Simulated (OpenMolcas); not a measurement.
# One shape, several levels: CH3In (SMILES C[In])

Wanted: a comparison of 5 runs (HF/def2-SVPD, BHLYP/def2-SVPD, TPSS/def2-SVPD, r2SCAN/def2-SVPD, CCSD(T)/def2-SVPD) of CH3In. 

Program for the calculation: OpenMolcas 26.06.

## Step 1: The structure to begin with

CH3In has 5 atoms, charge 0, and is taken as a singlet. As SMILES, `C[In]`. The shape is that of a PBE0-D4/def2-TZVP optimisation.

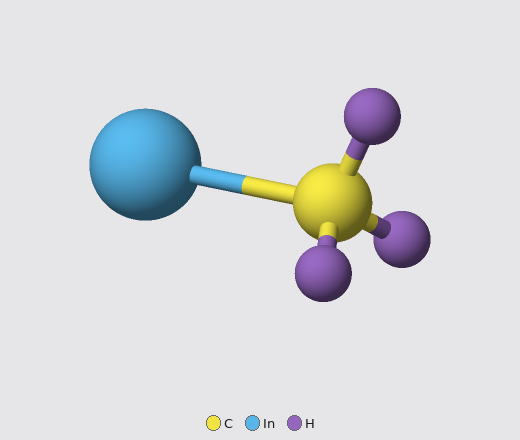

The structure, seen from a chosen angle (carbon yellow, indium blue, hydrogen purple).

## Step 2: Energy and forces at HF/def2-SVPD (core potential) (run 1)

Input file mol.inp:

```
&GATEWAY
BasLib=$CurrDir
Coord
5
angstrom
C       -0.182770       0.073150      -0.070580
In       1.772750      -0.709460       0.684610
H       -0.972960      -0.040920       0.680150
H       -0.502560      -0.460530      -0.972760
H       -0.114460       1.137770      -0.321410
Basis=def2-SVPD
Group=NoSym
&SEWARD
&SCF
Thresholds=1e-10 1e-07 1e-07 1e-05
PrOrbitals=1 1
&ALASKA
```

The basis set def2-SVPD is read from a file made from the Basis Set Exchange's data (not shown).

Run with:

```console
$ export MOLCAS_MEM=1860
$ pymolcas mol.inp > mol.log
```

What it wrote:

```text
--- Start Module: gateway ---
[...]
--- Stop Module: gateway /rc=_RC_ALL_IS_WELL_ ---
[...]
      Basis functions           76
[...]
--- Start Module: scf ---
[...]
       Convergence after  12 Iterations
[...]
::    Total SCF energy                               -228.7845571743
[...]
      Total spin, S                                     0.0000000000
[...]
      Total electronic charge=   30.000000
      Total            charge=   -0.000000
[...]
      Dipole Moment (debye):
      Origin of the operator (angstrom)=    1.5386   -0.6157    0.5942
                   X= -1.8643E-01               Y=  7.4615E-02               Z= -7.1996E-02           Total=  2.1332E-01
      Quadrupole Moment (debye*angstrom):
[...]
--- Stop Module: scf /rc=_RC_ALL_IS_WELL_ ---
[...]
--- Start Module: alaska ---
[...]
 *              Molecular gradients               *
 **************************************************
  Irreducible representation: a
 ------------------------------------------------------------------------------------------
                              X                       Y                       Z
 ------------------------------------------------------------------------------------------
  C1                3.43899248973867E-03   -1.37308373429146E-03    1.32794238634942E-03
  IN2              -4.68878603635847E-03    1.87641470887234E-03   -1.81074155043426E-03
  H3                3.20371449140211E-04   -2.21931716560930E-04    3.53312287569629E-04
  H4                4.22625706723245E-04   -3.12883748820436E-04   -6.35771344636993E-06
  H5                5.06796390782882E-04    3.14844908118062E-05    1.35844589946643E-04
 ------------------------------------------------------------------------------------------
--- Stop Module: alaska /rc=_RC_ALL_IS_WELL_ ---
[...]
```

It took 5.7 s on 1 thread of Arm Neoverse V2, shared host; peak memory 0.43 GiB.

## Step 3: Energy and forces at BHLYP/def2-SVPD (core potential) (run 2)

Input file test.inp:

```
* CH3In Kohn-Sham DFT
>>> EXPORT MOLCAS_PRINT=2

&GATEWAY
  BasLib
  $CurrDir
  Coord
  5
  angstrom
  C       -0.182770       0.073150      -0.070580
  In       1.772750      -0.709460       0.684610
  H       -0.972960      -0.040920       0.680150
  H       -0.502560      -0.460530      -0.972760
  H       -0.114460       1.137770      -0.321410
  Basis
  def2-SVPD
  Group
  NoSym

&SEWARD
  GridInput
  Grid=UltraFine
  End of Grid

&SCF
  KSDFT
  HYB_GGA_XC_BHANDHLYP
  Thresholds
  1e-10 1e-07 1e-07 1e-05
  PrOrbitals
  0

&ALASKA
```

The basis set def2-SVPD is read from a file made from the Basis Set Exchange's data (not shown).

Run with:

```console
$ export MOLCAS_MEM=1860
$ pymolcas test.inp > test.log
```

What it wrote:

```text
--- Start Module: gateway ---
[...]
--- Stop Module: gateway /rc=_RC_ALL_IS_WELL_ ---
[...]
      Basis functions           76
[...]
--- Start Module: scf ---
[...]
       Convergence after  14 Iterations
[...]
::    Total KS-DFT energy                            -229.8984135318
[...]
      Total spin, S                                     0.0000000000
[...]
      Total electronic charge=   30.000000
      Total            charge=   -0.000000
[...]
      Dipole Moment (debye):
      Origin of the operator (angstrom)=    1.5386   -0.6157    0.5942
                   X=  1.4876E-01               Y= -5.9531E-02               Z=  5.7448E-02           Total=  1.7022E-01
      Quadrupole Moment (debye*angstrom):
[...]
--- Stop Module: scf /rc=_RC_ALL_IS_WELL_ ---
[...]
--- Start Module: alaska ---
[...]
 *              Molecular gradients               *
 **************************************************
  Irreducible representation: a
 ------------------------------------------------------------------------------------------
                              X                       Y                       Z
 ------------------------------------------------------------------------------------------
  C1                1.99437984657469E-03   -7.95013545999257E-04    7.70075400588266E-04
  IN2              -3.37671486173363E-03    1.35132237266111E-03   -1.30398363877138E-03
  H3                4.99631389787147E-04   -1.62468697815582E-04    1.00589873475609E-04
  H4                4.58316212984311E-04   -1.25553975171222E-04    2.44820944066859E-04
  H5                4.24387412388927E-04   -2.68286153660924E-04    1.88497420654521E-04
 ------------------------------------------------------------------------------------------
--- Stop Module: alaska /rc=_RC_ALL_IS_WELL_ ---
[...]
```

Wall time 21 s (1 thread of Arm Neoverse V2, shared host); peak memory 0.43 GiB.

Runs 3 to 4 aren't shown in full; the table further down has their settings and results.

## Step 4: A single-point energy at CCSD(T)/def2-SVPD (core potential) (run 5)

Input file calc.input:

```
>>> EXPORT MOLCAS_PRINT=2

&GATEWAY
  BasLib=$CurrDir
  Coord
  5
  angstrom
  C       -0.182770       0.073150      -0.070580
  In       1.772750      -0.709460       0.684610
  H       -0.972960      -0.040920       0.680150
  H       -0.502560      -0.460530      -0.972760
  H       -0.114460       1.137770      -0.321410
  Basis=def2-SVPD
  Group=NoSym

&SEWARD

&SCF
  Thresholds=1e-10 1e-07 1e-07 1e-05
  PrOrbitals=1 1

&RASSCF
  FileOrb=$Project.ScfOrb
  Spin=1
  Nactel=0 0 0
  Inactive=15
  Ras2=0
  OutOrbitals=Canonical
  OrbListing=Nothing

&MOTRA
  JobIph
  Frozen=5

&CCSDT
  CCT
  Triples=2
  Iterations=80
  Accuracy=1e-08
  Extrapolation=5 4
```

The basis set def2-SVPD is read from a file made from the Basis Set Exchange's data (not shown).

Run with:

```console
$ export MOLCAS_MEM=1860
$ pymolcas calc.input > calc.log
```

What it wrote:

```text
--- Start Module: gateway ---
[...]
--- Stop Module: gateway /rc=_RC_ALL_IS_WELL_ ---
[...]
      Basis functions           76
[...]
       Convergence after  12 Iterations
[...]
::    Total SCF energy                               -228.7845571743
[...]
      Total spin, S                                     0.0000000000
[...]
      Number of active orbitals                  0
[...]
      Spin quantum number                      0.0
[...]
      Active orbitals                            0
[...]
      Number of CSFs                             1
[...]
      Number of root(s) required                 1
[...]
      Convergence after  4 iterations
[...]
      Natural orbitals and occupation numbers for root  1
      ************************************************************************************************************************
      *                                                    Final results                                                     *
      ************************************************************************************************************************
[...]
::    RASSCF root number  1 Total energy:   -228.78455717
[...]
      Total electronic charge=   30.000000
      Total            charge=   -0.000000
[...]
      Dipole Moment (debye):
      Origin of the operator (angstrom)=    1.5386   -0.6157    0.5942
                   X= -1.8643E-01               Y=  7.4615E-02               Z= -7.1996E-02           Total=  2.1332E-01
      Quadrupole Moment (debye*angstrom):
[...]
--- Start Module: motra ---
[...]
      *** WARNING: Default frozen orbitals is overwritten by user input.
      *** Default values:   1
[...]
--- Stop Module: motra /rc=_RC_ALL_IS_WELL_ ---
--- Start Module: ccsdt ---
[...]
      Convergence after                    15  Iterations
      Total energy (diff) :    -229.04514774       0.00000000
[...]
 METHOD                       : CCSD+T(CCSD)+<T3(1)WT1> = CCSD(T)
[...]
       CCSD     =      -229.0451477355074
[...]
--- Stop Module: ccsdt /rc=_RC_ALL_IS_WELL_ ---
[...]
```

It took 33 s on 1 thread of Arm Neoverse V2, shared host; peak memory 0.43 GiB.

## Step 5: Overview of the runs

| run | level | integration grid | task | energy (Eh) | dipole moment (D) of the reference | HOMO energy (eV) | LUMO energy (eV) | wall time |
| --- | --- | --- | --- | --- | --- | --- | --- | --- |
| 1 | HF/def2-SVPD (core potential) | – | gradient | -228.784557 | 0.21 | -7.32 | 0.91 | 5.7 s |
| 2 | BHLYP/def2-SVPD (core potential) | UltraFine | gradient | -229.898414 | 0.17 | -6.23 | -0.81 | 21 s |
| 3 | TPSS/def2-SVPD (core potential) | UltraFine | gradient | -229.934744 | 0.12 | -4.53 | -2.00 | 25 s |
| 4 | r2SCAN/def2-SVPD (core potential) | UltraFine | gradient | -230.042364 | 0.08 | -4.70 | -1.91 | 25 s |
| 5 | CCSD(T)/def2-SVPD (core potential) | – | energy | -229.054109 | 0.21 | -7.32 | 0.91 | 33 s |

## Step 6: Outcome

| quantity | value |
| --- | --- |
| run 5: total energy | -229.05411 Eh |
| run 5: dipole moment (mean-field density) | 0.21 D |
| run 5: HOMO energy (Hartree–Fock orbitals) | -7.32 eV |
| run 5: LUMO energy (Hartree–Fock orbitals) | 0.91 eV |
| run 5: HOMO–LUMO gap (Hartree–Fock orbitals) | 8.23 eV |
| run 5: correlation energy (5 core orbitals frozen) | -269.6 mEh |
| run 5: (T) correction | -8.96 mEh |

**Reading.** Over runs 1, 2, 3, 4 the dipole moment (its size) runs from 0.08 D (r2SCAN/def2-SVPD) to 0.21 D (HF/def2-SVPD). The two dipoles point in opposite directions. Over runs 1, 2, 3, 4 the HOMO–LUMO gap runs from 2.53 eV (TPSS/def2-SVPD) to 8.23 eV (HF/def2-SVPD). Exact exchange widens orbital gaps. Totals of different functionals can't be ranked against each other. All runs together took 1.8 min, the longest 33 s.
